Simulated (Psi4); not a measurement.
# One shape, several levels: quartet C3HO

Aim: a comparison of 6 runs (UHF/STO-3G, UB3LYP/6-31G*, U-wB97X-V/def2-SVPD, UDSD-PBEP86/def2-SVPD, UHSE06/def2-SVPD) of quartet C3HO. 

The calculation is run with Psi4 1.11.

1 further run of the same task is left out (it didn't finish).

**1. The system as given**

C3HO has 5 atoms, charge 0, and is taken as a quartet. As SMILES of the parent species, `[C]#CC=O`. The shape is that of a GFN2-xTB optimisation. That shape belongs to the parent species and isn't relaxed for this state.

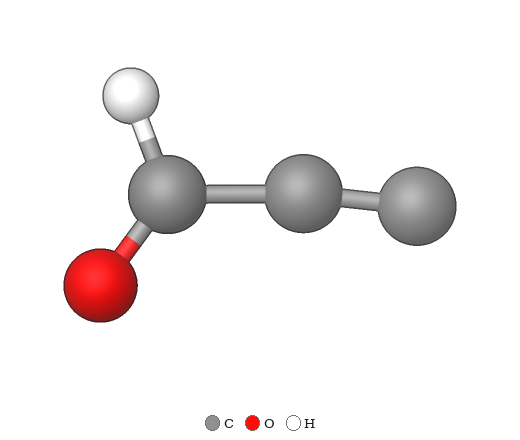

The structure, seen from a chosen angle (carbon grey, oxygen red, hydrogen white).

**2. Energy and forces at UHF/STO-3G (run 1)**

Input file c3ho.inp:

```
memory 1600 mb

molecule {
  0 4
  C      0.611360    -1.277770     1.466310
  C      0.305480    -0.490630     0.608040
  C     -0.201080     0.357310    -0.429660
  O     -1.240360     0.243230    -1.001700
  H      0.524600     1.167860    -0.642990
  symmetry c1
}

set reference uhf
set puream true
set e_convergence 1e-09
set d_convergence 1e-08
set scf_type pk
set maxiter 200

energy_value, wavefunction = gradient('hf/STO-3G', return_wfn=True)
oeprop(wavefunction, 'MULLIKEN_CHARGES', 'MAYER_INDICES', 'LOWDIN_CHARGES', title='HF')
```

Started as:

```console
$ psi4 -n 1 c3ho.inp c3ho.out
```

c3ho.out:

```text
[...]
  Running in c1 symmetry.
[...]
  Nuclear repulsion =   83.323084733669958
[...]
  Multiplicity = 4
[...]
  Nalpha       = 15
  Nbeta        = 12
[...]
    Number of basis functions: 21
[...]
   @UHF iter   1:  -186.11134030011058   -1.95801e+00   1.67665e-02 ADIIS/DIIS
[...]
   @UHF iter  21:  -186.35573252716071   -1.13687e-13   4.41271e-09 DIIS
[...]
   @S^2 Observed:                4.247306740E+00
[...]
  @UHF Final Energy:  -186.35573252716071
   => Energetics <=
    Nuclear Repulsion Energy =             83.3230847336699583
    One-Electron Energy =                -419.5799226947431180
    Two-Electron Energy =                 149.9011054339124769
    Total Energy =                       -186.3557325271607112
  UHF NO Occupations:
  HONO-2 :   13  A 1.0000000
  HONO-1 :   14  A 1.0000000
[...]
 Multipole Moments:
 ------------------------------------------------------------------------------------
     Multipole            Electronic (a.u.)      Nuclear  (a.u.)        Total (a.u.)
 ------------------------------------------------------------------------------------
 L = 1.  Multiply by 2.5417464519 to convert [e a0] to [Debye]
 Dipole X            :         -0.4615588            0.6764440            0.2148852
 Dipole Y            :         -1.1587202            1.3069473            0.1482271
 Dipole Z            :          0.6760402           -0.6621062            0.0139340
 Magnitude           :                                                    0.2614212
[...]
  -Total Gradient:
     Atom            X                  Y                   Z
    ------   -----------------  -----------------  -----------------
       1       -0.020334647487     0.042837189853    -0.049057716830
       2        0.044015548271    -0.047008460964     0.067779492742
       3       -0.347638362954    -0.030005658621    -0.198221644010
       4        0.297745319113     0.029794375354     0.166309947879
       5        0.026212143057     0.004382554377     0.013189920220
[...]
  Mulliken Charges: (a.u.)
   Center  Symbol    Alpha    Beta     Spin     Total
       1     C     4.12440  1.86339  2.26101  0.01220
       2     C     2.43669  3.62333 -1.18664 -0.06002
       3     C     3.36844  2.61703  0.75141  0.01453
       4     O     4.60857  3.45727  1.15129 -0.06584
       5     H     0.46190  0.43897  0.02293  0.09913
   Total alpha = 15.00000, Total beta = 12.00000, Total charge = -0.00000
  Lowdin Charges: (a.u.)
   Center  Symbol    Alpha    Beta     Spin     Total
       1     C     4.07995  1.91535  2.16460  0.00470
[...]
```

Run time: 3.3 s. Hardware: 1 thread of Intel Xeon Platinum 8488C (Sapphire Rapids), shared host; peak memory 0.18 GiB.

**3. Energy and gradient at UB3LYP/6-31G(d) (spherical functions) (run 2)**

Input file calc.py:

```python
import psi4

psi4.set_memory('1600 MB')
psi4.set_num_threads(1)
psi4.set_output_file('c3ho.out', False)

mol = psi4.geometry("""
0 4
C      0.611360    -1.277770     1.466310
C      0.305480    -0.490630     0.608040
C     -0.201080     0.357310    -0.429660
O     -1.240360     0.243230    -1.001700
H      0.524600     1.167860    -0.642990
units angstrom
symmetry c1
""")

psi4.set_options({
    'basis': '6-31G*',
    'reference': 'uks',
    'puream': True,
    'e_convergence': 1e-09,
    'd_convergence': 1e-08,
    'scf_type': 'pk',
    'dft_radial_points': 99,
    'dft_spherical_points': 590,
    'maxiter': 200,
})

E, wfn = psi4.gradient('b3lyp', molecule=mol, return_wfn=True)
psi4.oeprop(wfn, 'QUADRUPOLE', 'LOWDIN_CHARGES', 'MAYER_INDICES', title='B3LYP')
print('gradient / Eh bohr^-1')
print(E.np.round(6))
print(f'energy = {wfn.energy():.10f} Eh')
for k, v in sorted(psi4.core.scalar_variables().items()):
    print(f'{k:45s} {v:18.10f}')
```

Started as:

```console
$ python calc.py
```

c3ho.out:

```text
[...]
  Running in c1 symmetry.
[...]
  Nuclear repulsion =   83.323084733669958
[...]
  Multiplicity = 4
[...]
  Nalpha       = 15
  Nbeta        = 12
[...]
    Number of basis functions: 58
[...]
   @UKS iter   1:  -189.63908140063887   -2.56658e-01   8.92218e-03 DIIS/ADIIS
[...]
   @UKS iter  19:  -189.79696431665678   -1.84741e-12   4.71772e-09 DIIS
[...]
   @S^2 Observed:                3.786362807E+00
[...]
  @UKS Final Energy:  -189.79696431665678
   => Energetics <=
    Nuclear Repulsion Energy =             83.3230847336699583
    One-Electron Energy =                -421.3156151841734527
    Two-Electron Energy =                 168.5202786621923110
    DFT Exchange-Correlation Energy =     -20.3247125283455752
    Empirical Dispersion Energy =           0.0000000000000000
    VV10 Nonlocal Energy =                  0.0000000000000000
    Total Energy =                       -189.7969643166567835
[...]
  -Total Gradient:
     Atom            X                  Y                   Z
    ------   -----------------  -----------------  -----------------
       1       -0.015224516234     0.035532355317    -0.039637017632
       2        0.033959762938    -0.047320083092     0.061572507067
       3       -0.171641073482     0.003532025913    -0.113261180637
       4        0.141267985427     0.012163020020     0.080559877993
       5        0.011640651398    -0.003909411422     0.010769362677
[...]
 Multipole Moments:
 ------------------------------------------------------------------------------------
     Multipole            Electronic (a.u.)      Nuclear  (a.u.)        Total (a.u.)
 ------------------------------------------------------------------------------------
 L = 1.  Multiply by 2.5417464519 to convert [e a0] to [Debye]
 Dipole X            :         -0.3925609            0.6764440            0.2838831
 Dipole Y            :         -0.8452797            1.3069473            0.4616676
 Dipole Z            :          0.4571682           -0.6621062           -0.2049380
 Magnitude           :                                                    0.5794188
 L = 2.  Multiply by 1.3450342976 to convert [e a0^2] to [Debye ang]
 Quadrupole XX       :        -68.8836607           52.3811953          -16.5024654
 Quadrupole XY       :         32.3676388          -31.5002243            0.8674145
[...]
```

The script printed:

```text
gradient / Eh bohr^-1
[[-0.015225  0.035532 -0.039637]
 [ 0.03396  -0.04732   0.061573]
 [-0.171641  0.003532 -0.113261]
 [ 0.141268  0.012163  0.08056 ]
 [ 0.011641 -0.003909  0.010769]]
energy = -189.7969643167 Eh
CURRENT ENERGY                                   -189.7969643167
CURRENT REFERENCE ENERGY                         -189.7969643167
DD SOLVATION ENERGY                                 0.0000000000
DFT FUNCTIONAL TOTAL ENERGY                      -189.7969643167
DFT TOTAL ENERGY                                 -189.7969643167
DFT VV10 ENERGY                                     0.0000000000
DFT XC ENERGY                                     -20.3247125283
GRID ELECTRONS ALPHA                               14.9999999701
GRID ELECTRONS BETA                                11.9999999909
GRID ELECTRONS TOTAL                               26.9999999610
NUCLEAR REPULSION ENERGY                           83.3230847337
ONE-ELECTRON ENERGY                              -421.3156151842
PCM POLARIZATION ENERGY                             0.0000000000
PE ENERGY                                           0.0000000000
SCF ITERATION ENERGY                             -189.7969643167
SCF ITERATIONS                                     19.0000000000
SCF TOTAL ENERGY                                 -189.7969643167
TWO-ELECTRON ENERGY                               168.5202786622
XC GRID RADIAL POINTS                              99.0000000000
XC GRID SPHERICAL POINTS                          590.0000000000
XC GRID TOTAL POINTS                           274048.0000000000
```

Wall time 20 s (1 thread of Intel Xeon Platinum 8488C (Sapphire Rapids), shared host); peak memory 0.66 GiB.

Runs 3 to 5 aren't shown in full; the table further down has their settings and results.

**4. A single-point energy at UHSE06/def2-SVPD (run 6)**

Input file c3ho.json:

```json
{
 "schema_name": "qcschema_input",
 "schema_version": 1,
 "molecule": {
  "schema_name": "qcschema_molecule",
  "schema_version": 2,
  "symbols": ["C", "C", "C", "O", "H"],
  "geometry": [1.15530296, -2.41463535, 2.77092431, 0.57727354, -0.92715633, 1.14902907, -0.37998613, 0.67521804, -0.81193973, -2.3439407, 0.45963809, -1.89293866, 0.99135032, 2.20693555, -1.215075],
  "molecular_charge": 0,
  "molecular_multiplicity": 4,
  "fix_symmetry": "c1",
  "fix_com": true,
  "fix_orientation": true
 },
 "driver": "energy",
 "model": {
  "method": "hse06",
  "basis": "def2-SVPD"
 },
 "keywords": {
  "reference": "uks",
  "puream": true,
  "e_convergence": 1e-09,
  "d_convergence": 1e-08,
  "scf_type": "pk",
  "dft_radial_points": 99,
  "dft_spherical_points": 590,
  "maxiter": 200,
  "scf_properties": ["DIPOLE", "LOWDIN_CHARGES", "QUADRUPOLE"]
 }
}
```

Started as:

```console
$ psi4 --qcschema c3ho.json -n 1 --memory 1600MB
```

stdout:

```text
[...]
  Running in c1 symmetry.
[...]
  Nuclear repulsion =   83.323084775169747
[...]
  Multiplicity = 4
[...]
  Nalpha       = 15
  Nbeta        = 12
[...]
    Number of basis functions: 91
[...]
   @UKS iter   1:  -189.29657680764996   -2.18414e-01   6.08328e-03 DIIS/ADIIS
[...]
   @UKS iter  18:  -189.47614042791429   -7.38964e-12   8.55443e-09 DIIS
[...]
   @S^2 Observed:                3.806313920E+00
[...]
    Orbital Energies [Eh]
    ---------------------
    Alpha Occupied:
       1A    -19.326895     2A    -10.319332     3A    -10.286920
       4A    -10.259143     5A     -1.173342     6A     -0.799693
       7A     -0.702921     8A     -0.592423     9A     -0.548379
      10A     -0.503929    11A     -0.421518    12A     -0.386670
      13A     -0.340476    14A     -0.318306    15A     -0.182662
    Alpha Virtual:
      16A     -0.008359    17A      0.019055    18A      0.059783
      19A      0.060296    20A      0.074512    21A      0.093315
      22A      0.106924    23A      0.123833    24A      0.144703
      25A      0.175172    26A      0.176158    27A      0.223203
[...]
  @UKS Final Energy:  -189.47614042791429
   => Energetics <=
    Nuclear Repulsion Energy =             83.3230847751697468
    One-Electron Energy =                -420.7972521119415887
    Two-Electron Energy =                 167.2780780305913879
    DFT Exchange-Correlation Energy =     -19.2800511217338091
    Empirical Dispersion Energy =           0.0000000000000000
    VV10 Nonlocal Energy =                  0.0000000000000000
    Total Energy =                       -189.4761404279142880
[...]
 Multipole Moments:
 ------------------------------------------------------------------------------------
     Multipole            Electronic (a.u.)      Nuclear  (a.u.)        Total (a.u.)
 ------------------------------------------------------------------------------------
 L = 1.  Multiply by 2.5417464519 to convert [e a0] to [Debye]
 Dipole X            :          9.9002201           -9.6446331            0.2555870
 Dipole Y            :         10.5345855          -10.1154016            0.4191839
 Dipole Z            :         -2.4768179            2.2894976           -0.1873203
 Magnitude           :                                                    0.5254796
 L = 2.  Multiply by 1.3450342976 to convert [e a0^2] to [Debye ang]
 Quadrupole XX       :        -73.2648953           55.8093943          -17.4555010
 Quadrupole XY       :         28.5054486          -27.9196592            0.5857894
[...]
```

The result, in JSON:

```text
{
 "driver": "energy",
 "model": {
  "method": "hse06",
  "basis": "def2-SVPD"
 },
 "success": true,
 "return_result": -189.4761404279143,
 "properties": {
  "calcinfo_nbasis": 91,
  "calcinfo_nmo": 91,
  "calcinfo_nalpha": 15,
  "calcinfo_nbeta": 12,
  "calcinfo_natom": 5,
  "nuclear_repulsion_energy": 83.32308477516975,
  "return_energy": -189.4761404279143,
  "scf_one_electron_energy": -420.7972521119416,
  "scf_two_electron_energy": 167.2780780305914,
  "scf_xc_energy": -19.28005112173381,
  "scf_dipole_moment": [0.25558703188333354, 0.41918393938509446, -0.1873202821186286],
  "scf_total_energy": -189.4761404279143,
  "scf_iterations": 18
 }
}
```

Wall time 66 s (1 thread of Intel Xeon Platinum 8488C (Sapphire Rapids), shared host); peak memory 0.77 GiB.

**5. All runs side by side**

| run | level | integration grid | Cartesian functions | energy (Eh) | dipole moment (D) | HOMO energy (eV) | ⟨S²⟩ | wall time |
| --- | --- | --- | --- | --- | --- | --- | --- | --- |
| 1 | UHF/STO-3G | – | no | -186.355733 | 0.66 | -6.60 | 4.247 | 3.3 s |
| 2 | UB3LYP/6-31G* (spherical functions) | 99 radial × 590 angular | no | -189.796964 | 1.47 | -4.63 | 3.786 | 20 s |
| 3 | UB3LYP/6-31G* (Cartesian functions) | 99 radial × 590 angular | yes | -189.801067 | 1.47 | -4.63 | 3.786 | 19 s |
| 4 | U-wB97X-V/def2-SVPD | 99 radial × 590 angular | no | -189.604365 | 1.35 | -7.51 | 3.801 | 2.1 min |
| 5 | UDSD-PBEP86/def2-SVPD (density fitting for correlation) | 99 radial × 590 angular | no | -189.283653 | – | -7.54 | 3.944 | 29 s |
| 6 | UHSE06/def2-SVPD | 99 radial × 590 angular | no | -189.476140 | 1.34 | -4.97 | 3.806 | 66 s |

**6. Outcome**

```
                                 quantity          value
                      run 6: total energy  -189.47614 Eh
                     run 6: dipole moment         1.34 D
run 6: HOMO energy (highest over α and β)       -4.97 eV
                              run 6: ⟨S²⟩          3.806
```

**Reading.** Over runs 1, 2, 3, 4, 6 the dipole moment (its size) runs from 0.66 D (UHF/STO-3G) to 1.47 D (UB3LYP/6-31G*). The two ends differ in method and basis. Totals of different functionals can't be ranked against each other. In run 1 the basis is minimal, so the values are rough. Spin contamination of the reference: run 1 ⟨S²⟩ = 4.25, run 5 ⟨S²⟩ = 3.94. All runs together took 4.4 min, the longest 2.1 min.
